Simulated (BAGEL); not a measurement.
# GaHCl2O (SMILES [OH][Ga]([Cl])[Cl]): B3LYP/6-31G(d) (density fitting with qzvpp-jkfit, spherical functions)

Aim: the energy change on altering one bond length of GaHCl2O at B3LYP/6-31G* (density fitting with qzvpp-jkfit, spherical functions), from 2 runs. 

The calculation is run with BAGEL 1.2.2.

**1. The structure to begin with**

GaHCl2O: 5 atoms, total charge 0, spin state singlet. SMILES: `[OH][Ga]([Cl])[Cl]`. The coordinates come from a PBE0-D4/def2-TZVP relaxation.

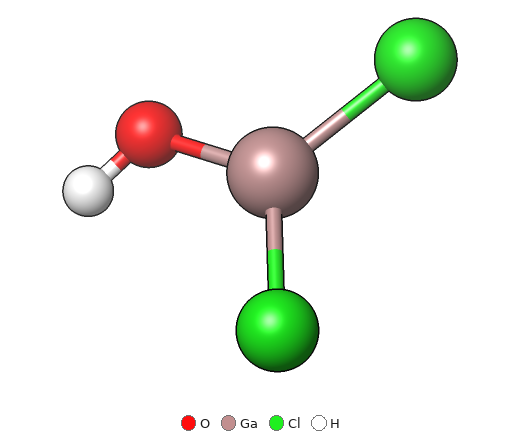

Viewed from a chosen angle; oxygen red, gallium pink, chlorine green, hydrogen white.

**2. A single-point energy at B3LYP/6-31G(d) (density fitting with qzvpp-jkfit, spherical functions)**

input.json reads:

```json
{ "bagel" : [

{
  "title" : "molecule",
  "basis" : "6-31gs.json",
  "df_basis" : "qzvpp-jkfit",
  "angstrom" : true,
  "geometry" : [
    { "atom" : "O", "xyz" : [       0.254500,       1.354600,       0.245900 ] },
    { "atom" : "Ga", "xyz" : [       0.118500,      -0.394500,       0.056800 ] },
    { "atom" : "Cl", "xyz" : [       1.500000,      -1.634900,       1.057700 ] },
    { "atom" : "Cl", "xyz" : [      -1.407900,      -1.236300,      -1.155800 ] },
    { "atom" : "H", "xyz" : [      -0.415200,       1.837400,      -0.246000 ] }
  ]
},

{
  "title" : "ks",
  "xc_func" : "b3lyp"
},

{
  "title" : "print",
  "file" : "orbitals.molden",
  "orbitals" : true
}

]}
```

The basis set 6-31G* is read from a file made from the Basis Set Exchange's data (not shown).

Started as:

```sh
$ BAGEL_NUM_THREADS=1 BAGEL input.json > input.out
```

Log:

```text
* using 1 threads per process

  ===============================================================
  ===============================================================

  *** Geometry ***

  { "atom" : "O", "xyz" : [      0.480935,      2.559823,      0.464684 ] },
  { "atom" : "Ga", "xyz" : [      0.223933,     -0.745497,      0.107336 ] },
  { "atom" : "Cl", "xyz" : [      2.834589,     -3.089513,      1.998763 ] },
  { "atom" : "Cl", "xyz" : [     -2.660545,     -2.336268,     -2.184145 ] },
  { "atom" : "H", "xyz" : [     -0.784614,      3.472183,     -0.464873 ] },

  Number of auxiliary basis functions:      617

  Since a DF basis is specified, we compute 2- and 3-index integrals:
    o Being stored without compression. Storage requirement is 0.035 GB

  Number of basis functions:       84
  Number of electrons      :       74

    * METHOD: MOLECULE                             0.45

  *** Kohn-Sham DFT ***

    * Removing 8263 points whose weight is below 1.00e-10
    * Grid points: 66267

  === Nuclear Repulsion ===
   438.6842562153

       - DIIS with orbital gradients will be used.

  === KS iteration (b3lyp / 6-31gs.json) ===
      0      -2834.96737412          0.13275931           0.40
      1      -2668.92143542          0.19935997           0.35
      2      -2822.98494693          0.10703792           0.35
      3      -2852.13441734          0.14595053           0.35
      4      -2858.13814956          0.20119286           0.35
      5      -2882.06881750          0.22851993           0.35
      6      -2874.17984503          0.25812733           0.35
      7      -2851.50711801          0.14463286           0.35
      8      -2830.54015296          0.13380459           0.35
      9      -2917.91138276          0.07059066           0.35
     10      -2860.44744814          0.14193327           0.35
     11      -2862.99483386          0.16980106           0.37
     12      -2862.85101521          0.16588771           0.47
     13      -2878.94500536          0.25048955           0.44
     14      -2910.17427054          0.10709169           0.43
     15      -2904.18769867          0.13645411           0.44
     16      -2919.33458411          0.06144796           0.43
     17      -2915.27511425          0.06305114           0.43
     18      -2920.76104091          0.01509806           0.43
     19      -2920.90248179          0.00733286           0.43
     20      -2920.91717834          0.00832427           0.43
     21      -2920.96319038          0.00074054           0.44
     22      -2920.96346957          0.00020201           0.43
     23      -2920.96349425          0.00004328           0.44
     24      -2920.96349525          0.00002188           0.43
     25      -2920.96349565          0.00000562           0.45
     26      -2920.96349566          0.00000245           0.46
     27      -2920.96349566          0.00000165           0.44
     28      -2920.96349566          0.00000022           0.46
     29      -2920.96349566          0.00000009           0.44
     30      -2920.96349566          0.00000002           0.43
     31      -2920.96349566          0.00000001           0.44
     32      -2920.96349566          0.00000000           0.44
    * SCF iteration converged.

    * Permanent dipole moment:
           (    0.380072,    -0.451314,     0.270813) a.u.

    * METHOD: KS                                  13.81

    * METHOD: PRINT                                0.02

  ===============================================================
```

Run time: 15 s. Hardware: 1 thread of Arm Neoverse V1, shared host; peak memory 0.34 GiB.

**3. The distorted shape, same level**

input.json reads:

```json
{ "bagel" : [

{
  "title" : "molecule",
  "basis" : "6-31gs.json",
  "df_basis" : "qzvpp-jkfit",
  "angstrom" : "true",
  "geometry" : [
    { "atom" : "O", "xyz" : [       0.589329,       1.113215,       0.491835 ] },
    { "atom" : "Ga", "xyz" : [       0.453329,      -0.635885,       0.302735 ] },
    { "atom" : "Cl", "xyz" : [       1.834829,      -1.876285,       1.303635 ] },
    { "atom" : "Cl", "xyz" : [      -1.073071,      -1.477685,      -0.909865 ] },
    { "atom" : "H", "xyz" : [      -0.415200,       1.837400,      -0.246000 ] }
  ]
},

{
  "title" : "ks",
  "xc_func" : "b3lyp"
},

{
  "title" : "print",
  "file" : "orbitals.molden",
  "orbitals" : "true"
}

]}
```

The basis set 6-31G* is read from a file made from the Basis Set Exchange's data (not shown).

Started as:

```sh
$ BAGEL_NUM_THREADS=1 BAGEL input.json > input.out
```

Log:

```text
* using 1 threads per process

  ===============================================================
  ===============================================================

  *** Geometry ***

  { "atom" : "O", "xyz" : [      1.113670,      2.103671,      0.929433 ] },
  { "atom" : "Ga", "xyz" : [      0.856668,     -1.201648,      0.572086 ] },
  { "atom" : "Cl", "xyz" : [      3.467324,     -3.545665,      2.463513 ] },
  { "atom" : "Cl", "xyz" : [     -2.027810,     -2.792420,     -1.719396 ] },
  { "atom" : "H", "xyz" : [     -0.784614,      3.472183,     -0.464873 ] },

  Number of auxiliary basis functions:      617

  Since a DF basis is specified, we compute 2- and 3-index integrals:
    o Being stored without compression. Storage requirement is 0.035 GB

  Number of basis functions:       84
  Number of electrons      :       74

    * METHOD: MOLECULE                             0.47

  *** Kohn-Sham DFT ***

    * Removing 7866 points whose weight is below 1.00e-10
    * Grid points: 66664

  === Nuclear Repulsion ===
   435.9813410252

       - DIIS with orbital gradients will be used.

  === KS iteration (b3lyp / 6-31gs.json) ===
      0      -2835.46810171          0.13184985           0.48
      1      -2669.90576499          0.19899281           0.44
      2      -2823.70993013          0.10697792           0.44
      3      -2853.04585992          0.14387878           0.44
      4      -2870.80737208          0.27691531           0.44
      5      -2880.23494604          0.23958458           0.43
      6      -2873.76747538          0.26188025           0.44
      7      -2851.64547777          0.14448947           0.44
      8      -2830.61411495          0.13133076           0.45
      9      -2915.77761741          0.07084708           0.44
     10      -2839.12324944          0.20949028           0.43
     11      -2861.96125009          0.15101649           0.43
     12      -2861.05294483          0.16204375           0.43
     13      -2890.28756465          0.28630360           0.44
     14      -2905.05040744          0.10797416           0.43
     15      -2894.11181106          0.13710457           0.44
     16      -2918.64754243          0.06904992           0.43
     17      -2914.93185759          0.06513678           0.44
     18      -2920.40409053          0.02907907           0.44
     19      -2920.81784933          0.01129204           0.44
     20      -2920.87142980          0.00425784           0.44
     21      -2920.88242991          0.00099284           0.44
     22      -2920.88290819          0.00040170           0.44
     23      -2920.88304358          0.00004225           0.44
     24      -2920.88304464          0.00003464           0.43
     25      -2920.88304540          0.00000404           0.44
     26      -2920.88304541          0.00000328           0.43
     27      -2920.88304542          0.00000021           0.43
     28      -2920.88304542          0.00000026           0.43
     29      -2920.88304542          0.00000013           0.43
     30      -2920.88304542          0.00000002           0.43
     31      -2920.88304542          0.00000001           0.43
    * SCF iteration converged.

    * Permanent dipole moment:
           (    0.429121,    -0.550531,     0.303805) a.u.

    * METHOD: KS                                  14.30

    * METHOD: PRINT                                0.02

  ===============================================================
```

Wall time 15 s (1 thread of Arm Neoverse V1, shared host); peak memory 0.34 GiB.

**4. What came out**

At B3LYP/6-31G* (density fitting with qzvpp-jkfit, spherical functions):

| quantity | value |
| --- | --- |
| first shape: total energy | -2920.96350 Eh |
| first shape: dipole moment | 1.65 D |
| first shape: HOMO energy | -9.05 eV |
| first shape: LUMO energy | -2.00 eV |
| first shape: HOMO–LUMO gap | 7.05 eV |
| distorted shape: total energy | -2920.88305 Eh |
| distorted shape: dipole moment | 1.93 D |
| distorted shape: HOMO energy | -8.88 eV |
| distorted shape: LUMO energy | -2.91 eV |
| distorted shape: HOMO–LUMO gap | 5.97 eV |
| energy change with the O1–H5 bond stretched from 0.961 to 1.442 Å | 2.189 eV |

In words: With the O1–H5 bond stretched from 0.961 to 1.442 Å the energy rises by 2.19 eV (211 kJ/mol). The first shape isn't relaxed at this level, so the change isn't measured from a minimum.
